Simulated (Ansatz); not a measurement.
# Br3FHf: what the fields show

| atom | x (Å) | y (Å) | z (Å) |
| --- | --- | --- | --- |
| Br | 1.7106 | -1.3273 | -0.4123 |
| Br | -2.1127 | -0.3815 | -1.3720 |
| Br | 0.4724 | 2.5289 | -0.2405 |
| F | -0.7101 | -0.0770 | 1.9020 |
| Hf | -0.1975 | 0.1679 | 0.1011 |

Geometry: PBE0-D4/def2-SVP; core potentials replace the inner electrons of Hf.

The calculation used Ansatz 0.2.0, isolated molecule in a Gaussian basis; Kohn-Sham density functional theory, functional PBE0.

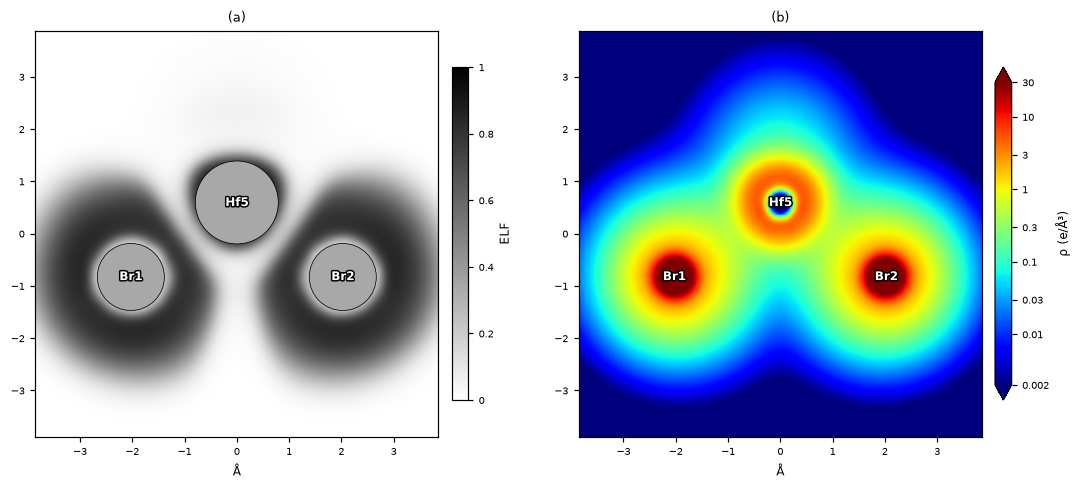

Figure 1. (a) ELF; (b) electron density on the plane of atoms Br1, Hf5 and Br2. Grey discs cover the atomic cores in the ELF map.

**Interpret the plot.**

The plane passes through Br and Hf nuclei. Hf–Br (2.48 Å): ρ is about 0.56 e/Å³ halfway; the ELF peaks at about 0.80 in the valence shell of Br, 1.0 Å from its nucleus, and is about 0.50 at the midpoint.

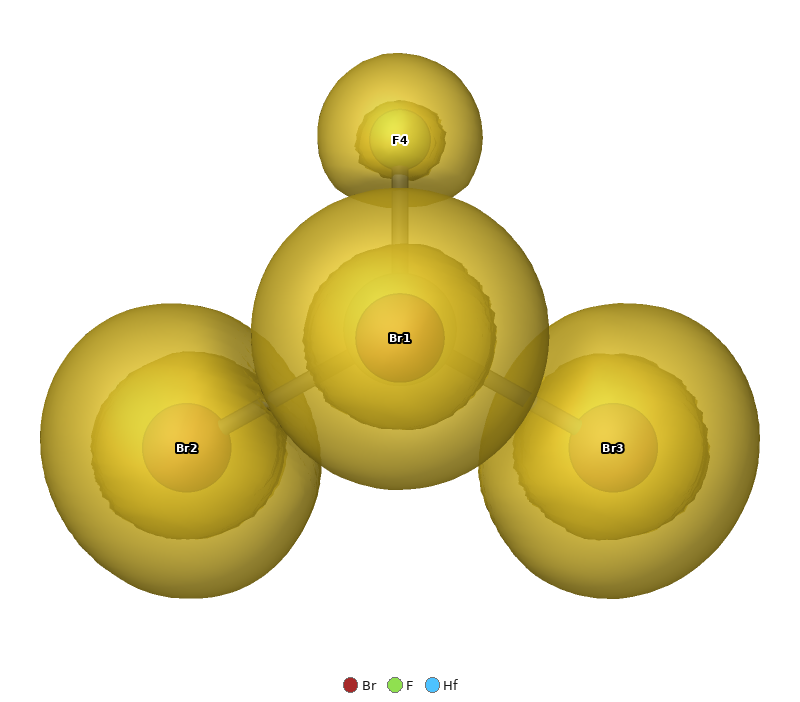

Figure 2. Isosurface of the electron localisation function at 0.75 (yellow), seen from one side. Core shells and regions of very low density are left out.

**What do the ELF domains correspond to?**

The surface consists of three regions wrapped around Br (the valence shell of each) and one region wrapped around F (its valence shell). Along the contacts the grid gives the following. Hf–F (1.89 Å): the ELF peaks at about 0.85 in the valence shell of F, 0.5 Å from its nucleus, and drops to about 0.20 between the two atoms.

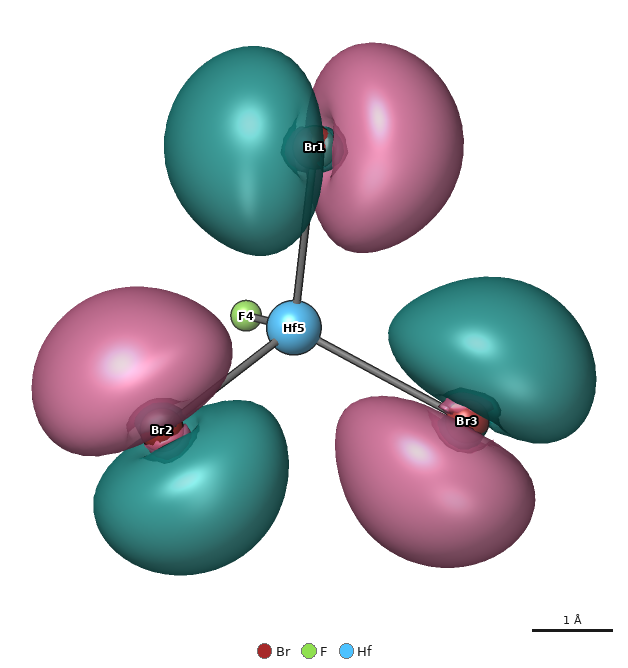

Figure 3. One frontier orbital at ±0.06 Å⁻³ᐟ² (teal and pink are the two phases), seen at a tilt.

**Which orbital is it: HOMO or LUMO?**

The HOMO, at −8.93 eV. Its weight (Hirshfeld) is mainly on Br1 (about 30 %), Br2 (about 30 %) and Br3 (about 30 %); largely a combination of lone pairs on Br1, Br2 and Br3.
